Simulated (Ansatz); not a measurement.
## Fields on a plane of ZnCu2SnSe4 (space group I-42m)

```
ZnCu2SnSe4
1.0
   -2.84489     2.84489     5.70814
    2.84489    -2.84489     5.70814
    2.84489     2.84489    -5.70814
Zn Cu Sn Se
1 2 1 4
Direct
  0.00000   0.00000   0.00000
  0.75000   0.25000   0.50000
  0.25000   0.75000   0.50000
  0.50000   0.50000   0.00000
  0.62462   0.62462   0.51771
  0.37538   0.89309   0.00000
  0.10691   0.10691   0.48229
  0.89309   0.37538   0.00000
```

The slice is a (100) plane (indices of the conventional cell) through the point (0.000, 0.000, 0.000) (fractional), spanned by u = [101] and v = [110] in vectors of this cell: u (5.69 Å) and v (11.42 Å, at 90° to u). It covers one period; positions are fractions (u, v).

Atoms on it: Zn at (0.00, 0.00); Cu at (0.50, 0.25); Cu at (0.50, 0.75); Sn at (0.00, 0.50).

All values below come from r2SCAN (plane waves to 500 eV, PAW, scalar-relativistic; Ansatz, a program for electronic structure). k mesh 8×8×8. Inside the PAW spheres the values are not all-electron values, and peaks at nuclei hang on which shells count as valence. At this level the bands of ZnCu2SnSe4 touch or barely overlap. ZnCu2SnSe4 is run without spin polarisation. ZnCu2SnSe4 was relaxed with its symmetry unable to fall.

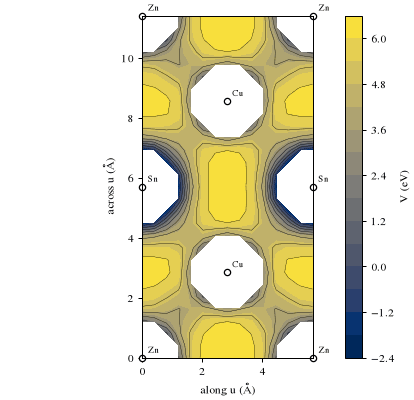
Figure: Electrostatic potential energy of an electron, from the cell's mean, in eV, one period of the plane, atoms marked. Points within 1 Å of a nucleus are left white, as the pseudised field means little there. Values under -2 eV are set to -2. The zero, the cell's mean, hangs on the PAW cores.

| v \ u | 0.00 | 0.14 | 0.29 | 0.43 | 0.57 | 0.71 | 0.86 |
|---|---|---|---|---|---|---|---|
| 0.96 | 0.9 | -0.4 | -1.1 | -1.6 | -1.6 | -1.1 | -0.4 |
| 0.86 | -1.2 | -0.9 | -0.7 | -0.8 | -0.8 | -0.7 | -0.9 |
| 0.75 | -1.8 | -1.4 | -0.8 | 1.2 | 1.2 | -0.8 | -1.4 |
| 0.64 | -1.1 | -1.0 | -0.8 | -0.8 | -0.8 | -0.8 | -1.0 |
| 0.54 | 0.9 | -0.1 | -1.1 | -1.6 | -1.6 | -1.1 | -0.1 |
| 0.43 | 0.0 | -0.5 | -1.0 | -1.4 | -1.4 | -1.0 | -0.5 |
| 0.32 | -1.4 | -1.2 | -0.8 | -0.3 | -0.3 | -0.8 | -1.2 |
| 0.21 | -1.7 | -1.3 | -0.8 | 0.7 | 0.7 | -0.8 | -1.3 |
| 0.11 | -0.8 | -0.8 | -0.8 | -1.1 | -1.1 | -0.8 | -0.8 |
| 0.00 | 1.7 | -0.2 | -1.2 | -1.7 | -1.7 | -1.2 | -0.2 |

Values: log₁₀ of the valence density in e/Å³. The scale is logarithmic, as a density can span decades between atoms and voids.
